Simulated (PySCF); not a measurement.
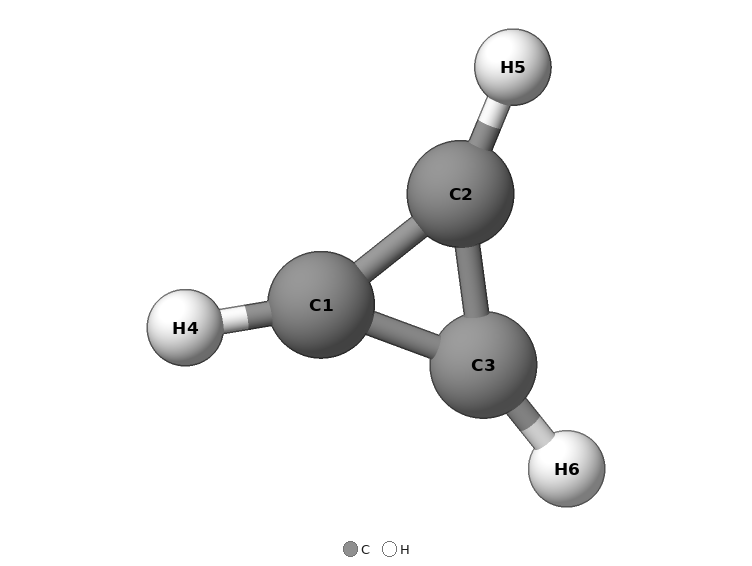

The species has charge +1 and is a spin singlet. The geometry was computed by an optimisation with GFN2-xTB. No frequency run is at hand to confirm it as a minimum. Method: B3LYP/pcJ-1 indirect spin-spin coupling, non-relativistic, gas phase (PySCF 2.14.0). Isotopes: 13C, 1H.

Give the spin–spin coupling constants of these pairs, with the number of bonds between them: C1/C3, C1/C2, C1/H4, C2/H5, C2/C3, C3/H6, C1/H5, C2/H6, C2/H4, C3/H5, C3/H4, H4/H6, H4/H5.

```tsv
pair	bonds apart	J (Hz)
C1, C3	1	26.3
C1, C2	1	26.4
C1, H4	1	282.4
C2, H5	1	282.4
C2, C3	1	26.3
C3, H6	1	282.4
C1, H5	2	2.1
C2, H6	2	2.1
C2, H4	2	2.1
C3, H5	2	2.1
C3, H4	2	2.1
H4, H6	3	−0.6
H4, H5	3	−0.6
```
